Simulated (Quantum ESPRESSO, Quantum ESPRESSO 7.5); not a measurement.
## Ni: work function by face

Aim: the work function of the low-index faces of Ni, their order, and how far the functional matters.

Main program and level: Quantum ESPRESSO 7.5; plane-wave DFT, PBE, PseudoDojo norm-conserving pseudopotentials (geometry by pw.x at PBE, GBRV ultrasoft).

**What experiment says.**

“Anisotropic work function of elemental crystals” (2019, arxiv:1902.07811) quotes from earlier work for Ni (clean single-crystal faces): work function of (111) (clean (111) face) 5.36 eV; work function of (100) (clean (100) face) 5.17 eV; work function of (110) (clean (110) face) 4.55 eV.

This is a report of a sequence of runs, with most program output left out.

## Step 1: The structure

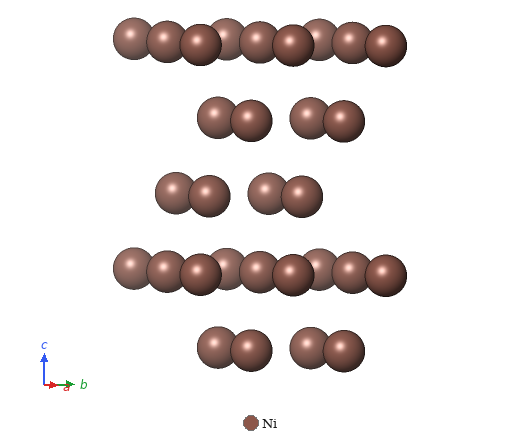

The cell as given, from the side, with the c axis up (nickel brown). 2×2×1 cells are drawn. Some periodic images of atoms are drawn too.

The cell holds 5 atoms: 5 Ni. Cell: a = 2.489 Å, b = 2.489 Å, c = 24.129 Å, α = 90.0°, β = 90.0°, γ = 60.0°. It derives from Ni. Vacuum lies along c.

As a file:

```cif
data_structure
_symmetry_space_group_name_H-M 'P 1'
_symmetry_Int_Tables_number 1
_cell_length_a 2.4890
_cell_length_b 2.4890
_cell_length_c 24.1291
_cell_angle_alpha 90.000
_cell_angle_beta 90.000
_cell_angle_gamma 60.000
_cell_volume 129.46
loop_
_atom_site_label
_atom_site_type_symbol
_atom_site_fract_x
_atom_site_fract_y
_atom_site_fract_z
_atom_site_occupancy
Ni1 Ni 0.66667 0.66667 0.33155 1
Ni2 Ni 0.00000 0.00000 0.41577 1
Ni3 Ni 0.33333 0.33333 0.50000 1
Ni4 Ni 0.66667 0.66667 0.58423 1
Ni5 Ni 0.00000 0.00000 0.66845 1
```

## Step 2: Relaxation with pw.x of (111), PBE

BFGS moves the free atoms until their forces fall under forc_conv_thr; those flagged 0 0 0 are held.

111.relax.in

```
&control
  prefix = '111.relax'
  outdir = './out'
  pseudo_dir = './pseudo'
  nstep = 40
  forc_conv_thr = 0.001
  calculation = 'relax'
/
&system
  ibrav = 0
  nat = 5
  ntyp = 1
  ecutwfc = 40
  ecutrho = 200
  occupations = 'smearing'
  smearing = 'mv'
  degauss = 0.02
  nspin = 2
  starting_magnetization(1) = 0.12
/
&electrons
  conv_thr = 1e-07
  mixing_beta = 0.4
  electron_maxstep = 120
  mixing_mode = 'local-TF'
/
&ions
/
ATOMIC_SPECIES
  Ni  58.6934  ni_pbe_v1.4.uspp.F.UPF
CELL_PARAMETERS angstrom
  2.48901586977665 0.00000000000000 0.00000000000000
  1.24450793488832 2.15555097364920 0.00000000000000
  0.00000000000000 0.00000000000000 24.12909179018993
ATOMIC_POSITIONS crystal
  Ni  0.666666666700 0.666666666700 0.331549984125
  Ni  0.000000000000 0.000000000000 0.415774992063
  Ni  0.333333333300 0.333333333300 0.500000000000 0 0 0
  Ni  0.666666666700 0.666666666700 0.584225007937
  Ni  0.000000000000 0.000000000000 0.668450015875
K_POINTS automatic
  12 12 1 0 0 0
```

Launch:

```sh
$ OMP_NUM_THREADS=1 mpirun -n 4 pw.x -nk 4 -in 111.relax.in > 111.relax.out
```

The job ended after 8.7 min (4 MPI ranks of Arm Neoverse V2, shared host; peak memory 0.57 GiB).

Step by step:

```csv
step,energy less that of the first step (eV),largest force (eV/Å)
1,0.0000,0.1846
2,-0.0018,0.1369
3,-0.0033,0.1004
4,-0.0043,0.0495
5,-0.0045,0.0496
6,-0.0047,0.0602
7,-0.0050,0.0569
8,-0.0054,0.0440
9,-0.0055,0.0115
```

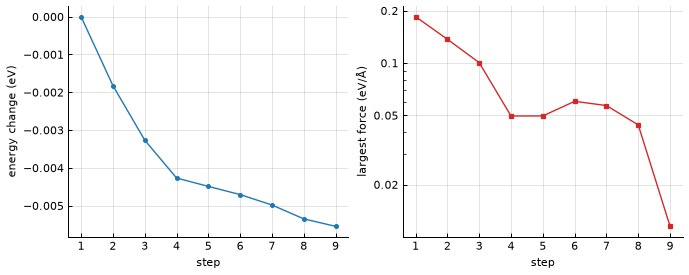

Energy and largest force along the relaxation.

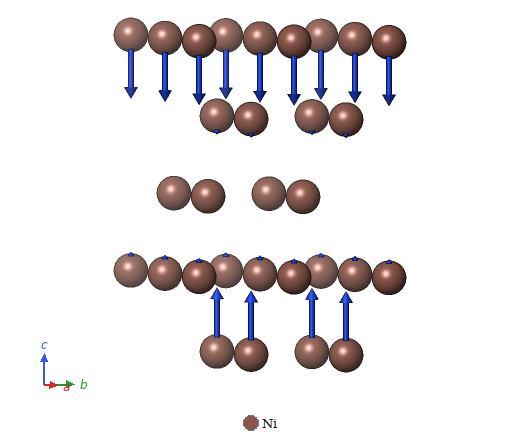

Displacements in the relaxation, exaggerated; the longest in the cell stands for 0.04 Å. 2×2×1 cells are drawn. Some periodic images of atoms are drawn too.

The atoms that moved most (Å):

```csv
atom,dx,dy,dz,length
Ni1,0.000,0.000,0.037,0.037
Ni5,0.000,0.000,-0.037,0.037
```

The relaxation lowers the energy by 1 meV an atom. On the free atoms the largest force ends at 0.011 eV/Å.

Read from the output:

* free energy: -23351.3611 eV
* Fermi energy: 4.658 eV
* magnetization: 3.58 μB
* absolute magnetization: 4.14 μB
* site moments: 0.7727, 0.7718, 0.7285, 0.7718, 0.7727 μB

## Step 3: SCF with pw.x of (111), PBE

Both faces of the slab are alike, so a plain periodic cell serves and symmetry is kept.

Level of this step: plane-wave DFT, PBE, PseudoDojo norm-conserving pseudopotentials (Quantum ESPRESSO 7.5).

111.pbe.in

```
&control
  prefix = '111.pbe'
  outdir = './out'
  pseudo_dir = './pseudo'
  calculation = 'scf'
  tprnfor = .true.
/
&system
  ibrav = 0
  nat = 5
  ntyp = 1
  ecutwfc = 90
  ecutrho = 360
  occupations = 'smearing'
  smearing = 'mv'
  degauss = 0.02
  nspin = 2
  starting_magnetization(1) = 0.12
/
&electrons
  conv_thr = 1e-07
  mixing_beta = 0.4
  electron_maxstep = 120
  mixing_mode = 'local-TF'
/
ATOMIC_SPECIES
  Ni  58.6934  Ni.dojo-sr-pbe-0.4.1-standard.upf
CELL_PARAMETERS angstrom
  2.48901586977665 0.00000000000000 0.00000000000000
  1.24450793488832 2.15555097364920 0.00000000000000
  0.00000000000000 0.00000000000000 24.12909179018993
ATOMIC_POSITIONS crystal
  Ni  0.666666666700 0.666666666700 0.333065296600
  Ni  0.000000000000 0.000000000000 0.415919050000
  Ni  0.333333333300 0.333333333300 0.500000000000
  Ni  0.666666666700 0.666666666700 0.584080950000
  Ni  0.000000000000 0.000000000000 0.666934703400
K_POINTS automatic
  12 12 1 0 0 0
```

Launch:

```sh
$ OMP_NUM_THREADS=1 mpirun -n 4 pw.x -nk 4 -in 111.pbe.in > 111.pbe.out
```

The job ended after 2.6 min (4 MPI ranks; peak memory 1.1 GiB; 11 min of CPU time).

Read from the output:

* free energy: -22827.7371 eV
* Fermi energy: 4.961 eV
* magnetization: 3.56 μB
* absolute magnetization: 4.12 μB
* site moments: 0.7694, 0.7666, 0.7233, 0.7666, 0.7694 μB

## Step 4: Potential by pp.x of (111)

plot_num = 11 writes the bare and Hartree potential. It leaves out exchange and correlation, which fade slowly, so it flattens close to the surface.

111.pbe.pot.in

```
&inputpp
  prefix = '111.pbe'
  outdir = './out'
  filplot = '111.pbe.pot.dat'
  plot_num = 11
/
```

Launch:

```sh
$ OMP_NUM_THREADS=1 mpirun -n 4 pp.x -in 111.pbe.pot.in > 111.pbe.pot.out
```

The job ended after 0.77 s (4 MPI ranks; peak memory 0.09 GiB).

Numbers from this step:

```
work function of the upper face                                       : 5.031 eV
slope of the potential above                                          : 1.52e-4 eV/Å
upper vacuum line continued to the top atoms, over the Fermi level    : 5.030 eV
work function of the lower face                                       : 5.031 eV
slope of the potential below                                          : -1.10e-4 eV/Å
lower vacuum line continued to the bottom atoms, over the Fermi level : 5.031 eV
```

The potential energy, planar mean oscillates, so the rows of the table below give means over windows of 2.01 Å about each position, cut where the curve ends. Its maxima inside the range that stand out by 2 % of the span (Å: eV): 9.0: -0.529, 11.1: -0.369, 13.1: -0.369, 15.1: -0.529. Its minima: 8.0: -28.1, 10.1: -28.2, 12.1: -28.2, 14.1: -28.2, 16.1: -28.1.

Electrostatic potential energy of an electron; zero at the Fermi level. Table of potential energy, planar mean by z; means over each step:

```csv
z (Å),"potential energy, planar mean (eV)"
1.00,5.03
3.01,5.03
5.02,4.98
7.03,-3.64
9.04,-11.6
11.05,-11.2
13.06,-11.2
15.07,-11.6
17.08,-3.79
19.09,4.98
21.10,5.03
23.11,5.03
```

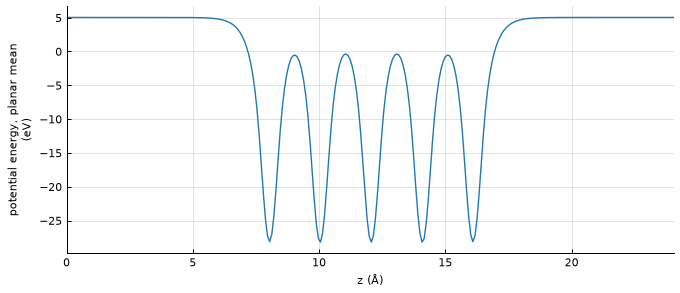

Potential energy, planar mean, plotted against z.

## Step 5: SCF with pw.x of (111), PBEsol

The same atoms under a second functional.

Level of this step: plane-wave DFT, PBEsol, PseudoDojo norm-conserving pseudopotentials (Quantum ESPRESSO 7.5).

111.pbesol.in is the input of step 3 with these lines changed:

```diff
@@ -1,3 +1,3 @@
 &control
-  prefix = '111.pbe'
+  prefix = '111.pbesol'
   outdir = './out'
@@ -26,3 +26,3 @@
 ATOMIC_SPECIES
-  Ni  58.6934  Ni.dojo-sr-pbe-0.4.1-standard.upf
+  Ni  58.6934  Ni.dojo-sr-pbesol-0.4.1-standard.upf
 CELL_PARAMETERS angstrom
```

Launch:

```sh
$ OMP_NUM_THREADS=1 mpirun -n 4 pw.x -nk 4 -in 111.pbesol.in > 111.pbesol.out
```

The job ended after 2.6 min (4 MPI ranks; peak memory 1.1 GiB; 11 min of CPU time).

Numbers from this step:

* free energy: -22808.4293 eV
* Fermi energy: 4.799 eV
* magnetization: 3.54 μB
* absolute magnetization: 4.06 μB
* site moments: 0.7621, 0.7613, 0.7183, 0.7613, 0.7621 μB

## Step 6: Electrostatic potential of (111)

111.pbesol.pot.in

```
&inputpp
  prefix = '111.pbesol'
  outdir = './out'
  filplot = '111.pbesol.pot.dat'
  plot_num = 11
/
```

Launch:

```sh
$ OMP_NUM_THREADS=1 mpirun -n 4 pp.x -in 111.pbesol.pot.in > 111.pbesol.pot.out
```

The job ended after 0.77 s (4 MPI ranks; peak memory 0.11 GiB; 2.7 s of CPU time).

Numbers from this step:

- work function of the upper face: 5.174 eV
- slope of the potential above: 1.26e-4 eV/Å
- upper vacuum line continued to the top atoms, over the Fermi level: 5.173 eV
- work function of the lower face: 5.174 eV
- slope of the potential below: -9.11e-5 eV/Å
- lower vacuum line continued to the bottom atoms, over the Fermi level: 5.173 eV

On (111) the work function under PBEsol lies +0.14 eV from PBE's.

## Step 7: Relaxing the ions of (100), PBE

Level of this step: plane-wave DFT, PBE, GBRV ultrasoft pseudopotentials (Quantum ESPRESSO 7.5).

100.relax.in

```
&control
  prefix = '100.relax'
  outdir = './out'
  pseudo_dir = './pseudo'
  nstep = 40
  forc_conv_thr = 0.001
  calculation = 'relax'
/
&system
  ibrav = 0
  nat = 5
  ntyp = 1
  ecutwfc = 40
  ecutrho = 200
  occupations = 'smearing'
  smearing = 'mv'
  degauss = 0.02
  nspin = 2
  starting_magnetization(1) = 0.12
/
&electrons
  conv_thr = 1e-07
  mixing_beta = 0.4
  electron_maxstep = 120
  mixing_mode = 'local-TF'
/
&ions
/
ATOMIC_SPECIES
  Ni  58.6934  ni_pbe_v1.4.uspp.F.UPF
CELL_PARAMETERS angstrom
  2.48901586977665 0.00000000000000 0.00000000000000
  0.00000000000000 2.48901586977665 0.00000000000000
  0.00000000000000 0.00000000000000 23.04000000000000
ATOMIC_POSITIONS crystal
  Ni  0.000000000000 0.000000000000 0.347222222222
  Ni  0.500000000000 0.500000000000 0.423611111111
  Ni  0.000000000000 0.000000000000 0.500000000000 0 0 0
  Ni  0.500000000000 0.500000000000 0.576388888889
  Ni  0.000000000000 0.000000000000 0.652777777778
K_POINTS automatic
  12 12 1 0 0 0
```

Launch:

```sh
$ OMP_NUM_THREADS=1 mpirun -n 4 pw.x -nk 4 -in 100.relax.in > 100.relax.out
```

Wall time 8.7 min (4 MPI ranks); peak memory 0.7 GiB; 35 min of CPU time.

The steps of the relaxation:

```csv
step,energy less that of the first step (eV),largest force (eV/Å)
1,0.0000,0.4090
2,-0.0105,0.2937
3,-0.0190,0.2021
4,-0.0240,0.0626
5,-0.0242,0.0550
6,-0.0246,0.0633
7,-0.0251,0.0638
8,-0.0257,0.0569
9,-0.0262,0.0248
```

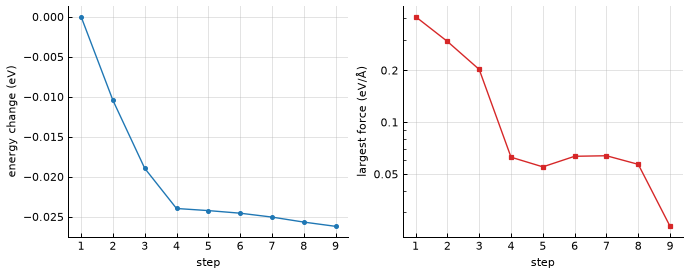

Energy and largest force along the relaxation.

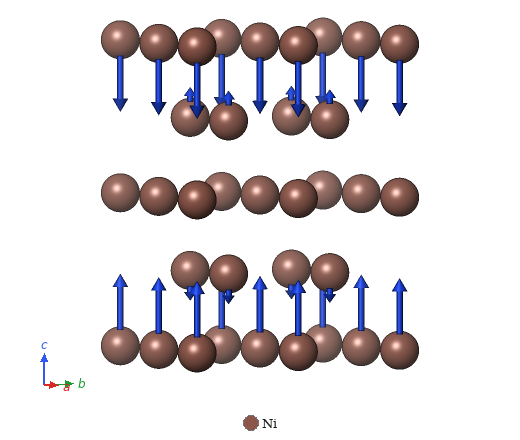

Displacements in the relaxation, exaggerated; the longest in the cell stands for 0.06 Å. 2×2×1 cells are drawn. Some periodic images of atoms are drawn too.

The atoms that moved most (Å):

```csv
atom,dx,dy,dz,length
Ni5,0.000,0.000,-0.057,0.057
Ni1,0.000,0.000,0.057,0.057
Ni2,0.000,0.000,-0.015,0.015
Ni4,0.000,0.000,0.015,0.015
```

The relaxed structure:

```cif
data_structure
_symmetry_space_group_name_H-M 'P 1'
_symmetry_Int_Tables_number 1
_cell_length_a 2.4890
_cell_length_b 2.4890
_cell_length_c 23.0400
_cell_angle_alpha 90.000
_cell_angle_beta 90.000
_cell_angle_gamma 90.000
_cell_volume 142.74
loop_
_atom_site_label
_atom_site_type_symbol
_atom_site_fract_x
_atom_site_fract_y
_atom_site_fract_z
_atom_site_occupancy
Ni1 Ni 0.00000 0.00000 0.34968 1
Ni2 Ni 0.50000 0.50000 0.42297 1
Ni3 Ni 0.00000 0.00000 0.50000 1
Ni4 Ni 0.50000 0.50000 0.57703 1
Ni5 Ni 0.00000 0.00000 0.65032 1
```

The relaxation lowers the energy by 5 meV an atom. On the free atoms the largest force ends at 0.025 eV/Å.

This step gave:

```
free energy            : -23350.9087 eV
Fermi energy           : 3.852 eV
magnetization          : 3.59 μB
absolute magnetization : 4.13 μB
site moments           : 0.8134, 0.7386, 0.7208, 0.7386, 0.8134 μB
```

## Step 8: Self-consistent run of (100), PBE

Level of this step: plane-wave DFT, PBE, PseudoDojo norm-conserving pseudopotentials (Quantum ESPRESSO 7.5).

100.pbe.in

```
&control
  prefix = '100.pbe'
  outdir = './out'
  pseudo_dir = './pseudo'
  calculation = 'scf'
  tprnfor = .true.
/
&system
  ibrav = 0
  nat = 5
  ntyp = 1
  ecutwfc = 90
  ecutrho = 360
  occupations = 'smearing'
  smearing = 'mv'
  degauss = 0.02
  nspin = 2
  starting_magnetization(1) = 0.12
/
&electrons
  conv_thr = 1e-07
  mixing_beta = 0.4
  electron_maxstep = 120
  mixing_mode = 'local-TF'
/
ATOMIC_SPECIES
  Ni  58.6934  Ni.dojo-sr-pbe-0.4.1-standard.upf
CELL_PARAMETERS angstrom
  2.48901586977665 0.00000000000000 0.00000000000000
  0.00000000000000 2.48901586977665 0.00000000000000
  0.00000000000000 0.00000000000000 23.04000000000000
ATOMIC_POSITIONS crystal
  Ni  0.000000000000 0.000000000000 0.349680888500
  Ni  0.500000000000 0.500000000000 0.422974538000
  Ni  0.000000000000 0.000000000000 0.500000000000
  Ni  0.500000000000 0.500000000000 0.577025462000
  Ni  0.000000000000 0.000000000000 0.650319111500
K_POINTS automatic
  12 12 1 0 0 0
```

Launch:

```sh
$ OMP_NUM_THREADS=1 mpirun -n 4 pw.x -nk 4 -in 100.pbe.in > 100.pbe.out
```

Elapsed: 3.7 min, on 4 MPI ranks; peak memory 1.4 GiB.

This step gave:

- free energy: -22827.2895 eV
- Fermi energy: 4.123 eV
- magnetization: 3.56 μB
- absolute magnetization: 4.09 μB
- site moments: 0.8069, 0.7324, 0.7146, 0.7324, 0.8069 μB

## Step 9: Potential by pp.x of (100)

100.pbe.pot.in

```
&inputpp
  prefix = '100.pbe'
  outdir = './out'
  filplot = '100.pbe.pot.dat'
  plot_num = 11
/
```

Launch:

```sh
$ OMP_NUM_THREADS=1 mpirun -n 4 pp.x -in 100.pbe.pot.in > 100.pbe.pot.out
```

The job ended after 0.75 s (4 MPI ranks; peak memory 0.12 GiB; 2.7 s of CPU time).

Numbers from this step:

```
work function of the upper face                                       : 4.901 eV
slope of the potential above                                          : 1.39e-4 eV/Å
upper vacuum line continued to the top atoms, over the Fermi level    : 4.900 eV
work function of the lower face                                       : 4.901 eV
slope of the potential below                                          : -1.05e-4 eV/Å
lower vacuum line continued to the bottom atoms, over the Fermi level : 4.900 eV
```

The potential energy, planar mean oscillates, so the rows of the table below give means over windows of 1.79 Å about each position, cut where the curve ends. Its maxima inside the range that stand out by 2 % of the span (Å: eV): 8.9: -2.82, 10.7: -2.06, 12.4: -2.06, 14.2: -2.82. Its minima: 8.0: -23.6, 9.7: -23.9, 11.5: -23.8, 13.3: -23.9, 15.0: -23.6.

Electrostatic potential energy of an electron; zero at the Fermi level. Table of potential energy, planar mean by z; means over each step:

```csv
z (Å),"potential energy, planar mean (eV)"
0.90,4.90
2.69,4.90
4.47,4.89
6.27,4.03
8.05,-10.8
9.84,-11.3
11.63,-11.1
13.43,-11.4
15.21,-10.2
17.00,4.41
18.79,4.90
20.59,4.90
22.38,4.90
```

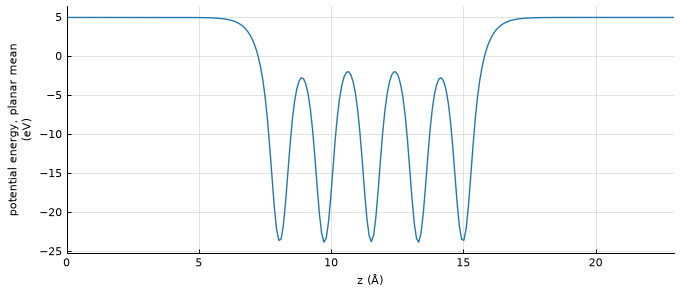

Potential energy, planar mean, plotted against z.

## Step 10: SCF with pw.x of (100), PBEsol

Level of this step: plane-wave DFT, PBEsol, PseudoDojo norm-conserving pseudopotentials (Quantum ESPRESSO 7.5).

100.pbesol.in is the input of step 8 with these lines changed:

```diff
@@ -1,3 +1,3 @@
 &control
-  prefix = '100.pbe'
+  prefix = '100.pbesol'
   outdir = './out'
@@ -26,3 +26,3 @@
 ATOMIC_SPECIES
-  Ni  58.6934  Ni.dojo-sr-pbe-0.4.1-standard.upf
+  Ni  58.6934  Ni.dojo-sr-pbesol-0.4.1-standard.upf
 CELL_PARAMETERS angstrom
```

Launch:

```sh
$ OMP_NUM_THREADS=1 mpirun -n 4 pw.x -nk 4 -in 100.pbesol.in > 100.pbesol.out
```

The job ended after 3.8 min (4 MPI ranks; peak memory 1.4 GiB).

Numbers from this step:

```
free energy            : -22807.9324 eV
Fermi energy           : 3.982 eV
absolute magnetization : 4.05 μB
site moments           : 0.8048, 0.7265, 0.7108, 0.7265, 0.8048 μB
```

## Step 11: Potential by pp.x of (100)

100.pbesol.pot.in

```
&inputpp
  prefix = '100.pbesol'
  outdir = './out'
  filplot = '100.pbesol.pot.dat'
  plot_num = 11
/
```

Launch:

```sh
$ OMP_NUM_THREADS=1 mpirun -n 4 pp.x -in 100.pbesol.pot.in > 100.pbesol.pot.out
```

Run time: 0.76 s. Hardware: 4 MPI ranks; peak memory 0.12 GiB.

Numbers from this step:

```
work function of the upper face                                       : 5.013 eV
slope of the potential above                                          : 1.19e-4 eV/Å
upper vacuum line continued to the top atoms, over the Fermi level    : 5.012 eV
work function of the lower face                                       : 5.013 eV
slope of the potential below                                          : -8.96e-5 eV/Å
lower vacuum line continued to the bottom atoms, over the Fermi level : 5.013 eV
```

On (100) the work function under PBEsol lies +0.11 eV from PBE's.

## Step 12: Relaxation with pw.x of (110), PBE

Level of this step: plane-wave DFT, PBE, GBRV ultrasoft pseudopotentials (Quantum ESPRESSO 7.5).

System of this step: Ni(110), 7 layers. The cell holds 7 atoms: 7 Ni. Its edges and angles: a = 3.520 Å, b = 2.489 Å, c = 23.467 Å, α = 90.0°, β = 90.0°, γ = 90.0°. It derives from Ni. Vacuum lies along c.

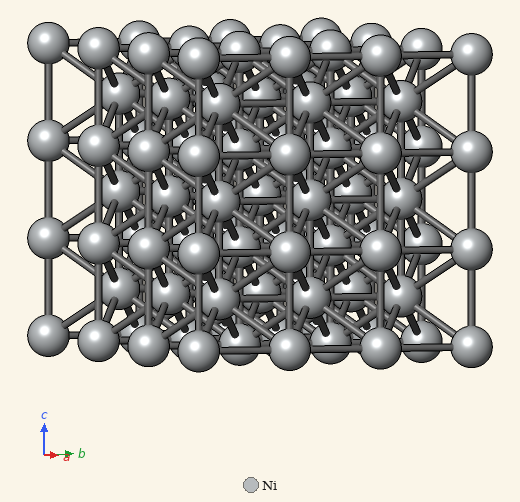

The cell of this step (nickel light grey). 3×3×1 cells are drawn. Some periodic images of atoms are drawn too.

110.relax.in

```
&control
  prefix = '110.relax'
  outdir = './out'
  pseudo_dir = './pseudo'
  nstep = 40
  forc_conv_thr = 0.001
  calculation = 'relax'
/
&system
  ibrav = 0
  nat = 7
  ntyp = 1
  ecutwfc = 40
  ecutrho = 200
  occupations = 'smearing'
  smearing = 'mv'
  degauss = 0.02
  nspin = 2
  starting_magnetization(1) = 0.12
/
&electrons
  conv_thr = 1e-07
  mixing_beta = 0.4
  electron_maxstep = 120
  mixing_mode = 'local-TF'
/
&ions
/
ATOMIC_SPECIES
  Ni  58.6934  ni_pbe_v1.4.uspp.F.UPF
CELL_PARAMETERS angstrom
  3.52000000000000 0.00000000000000 0.00000000000000
  0.00000000000000 2.48901586977665 0.00000000000000
  0.00000000000000 0.00000000000000 23.46704760932994
ATOMIC_POSITIONS crystal
  Ni  0.000000000000 0.000000000000 0.340903556902
  Ni  0.500000000000 0.500000000000 0.393935704601
  Ni  0.000000000000 0.000000000000 0.446967852301 0 0 0
  Ni  0.500000000000 0.500000000000 0.500000000000 0 0 0
  Ni  0.000000000000 0.000000000000 0.553032147699 0 0 0
  Ni  0.500000000000 0.500000000000 0.606064295399
  Ni  0.000000000000 0.000000000000 0.659096443098
K_POINTS automatic
  8 12 1 0 0 0
```

Launch:

```sh
$ OMP_NUM_THREADS=1 mpirun -n 4 pw.x -nk 4 -in 110.relax.in > 110.relax.out
```

Elapsed: 30 min, on 4 MPI ranks; peak memory 1.1 GiB; 2 h of CPU time.

Relaxation path:

```csv
step,energy less that of the first step (eV),largest force (eV/Å)
1,0.0000,0.6369
2,-0.0243,0.5310
3,-0.0452,0.4234
4,-0.0661,0.2574
5,-0.0755,0.0580
6,-0.0756,0.0521
7,-0.0758,0.0451
8,-0.0760,0.0355
9,-0.0763,0.0234
```

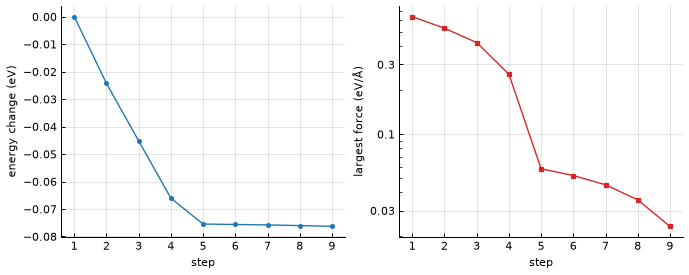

Energy and largest force along the relaxation.

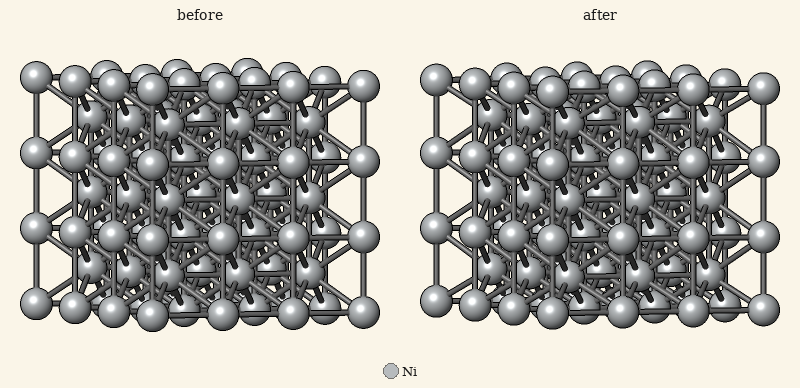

Before and after, at one scale.

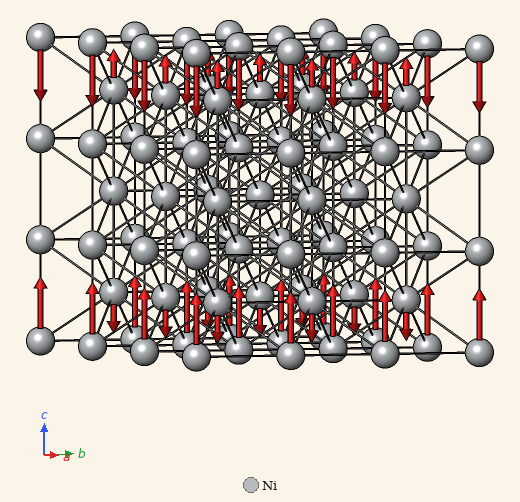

Displacements in the relaxation, exaggerated; the longest in the cell stands for 0.08 Å. 3×3×1 cells are drawn. Some periodic images of atoms are drawn too.

The atoms that moved most (Å):

```csv
atom,dx,dy,dz,length
Ni1,0.000,0.000,0.083,0.083
Ni7,0.000,0.000,-0.083,0.083
Ni6,0.000,0.000,0.046,0.046
Ni2,0.000,0.000,-0.046,0.046
```

The relaxation lowers the energy by 11 meV an atom. On the free atoms the largest force ends at 0.023 eV/Å.

Read from the output:

```
free energy            : -32691.1880 eV
Fermi energy           : 3.819 eV
magnetization          : 5.04 μB
absolute magnetization : 5.77 μB
site moments           : 0.8237, 0.7558, 0.7303, 0.7148, 0.7303, 0.7558, 0.8237 μB
```

(Part 1 of 2 ends here.)

[Logs are printed without paths, hosts, clocks, repeated set-up lines and the standing remarks that a program may print on its own settings, such as how far it seeks lower states.]

[Hosts, paths, dates, database ids (printed as entryN), source tags and the programs' standing remarks are cut or masked in the printed files.]

[Maps of the electrostatic potential energy from Ansatz leave out the sawtooth potential of an applied field or a dipole correction, so their vacuum need not be flat; planar profiles and work functions include it.]
